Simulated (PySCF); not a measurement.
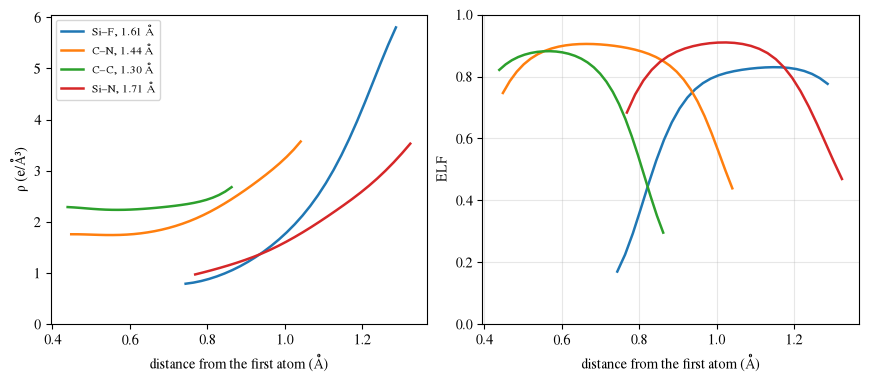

C4H9FNSi2 (SMILES F[SiH2]N(C[SiH2])C1C=C1) (doublet). Total electron density and ELF along straight lines between neighbouring atoms. The curves leave out the atomic cores.

Geometry: GFN2-xTB.

The calculation used PySCF, UKS B3LYP, pcH-1 on C F H N Si, non-relativistic, mean-field spin-orbit, GIAO.

```xyz
17

F     1.1806    2.6331    0.5473
Si   -0.2783    2.0989    0.1324
N    -0.0780    0.4499   -0.2642
C    -1.1652   -0.3260   -0.8277
Si   -1.9902   -1.5908    0.3448
C     0.9878   -0.3645    0.2471
C     2.4061    0.0096   -0.0128
C     1.9537   -0.9924   -0.7096
H    -0.6696    2.8434   -1.0562
H    -1.1009    2.3877    1.3060
H    -0.7768   -0.8685   -1.7019
H    -1.9209    0.3686   -1.1967
H    -1.2050   -2.8032    0.5581
H    -3.3396   -1.9010   -0.1160
H     0.7181   -0.8933    1.1657
H     3.1744    0.6986    0.2347
H     2.0969   -1.7381   -1.4526
```

Q: What can be read from the curves?

A: Si–F (1.61 Å): ρ is about 0.88 e/Å³ halfway; the ELF peaks at about 0.85 in the valence shell of F, 0.5 Å from its nucleus, and is about 0.35 at the midpoint.
C–N (1.44 Å): ρ at the midpoint is about 1.9 e/Å³; the ELF peaks at about 0.90 between the atoms: a covalent bond.
C–C (1.30 Å): the density is about 2.3 e/Å³ at the midpoint; the ELF peaks at about 0.90 between the atoms (a short, multiple covalent bond).
Si–N (1.71 Å): the density is about 1.1 e/Å³ at the midpoint; the ELF peaks at about 0.90 between the atoms (a polar covalent bond).
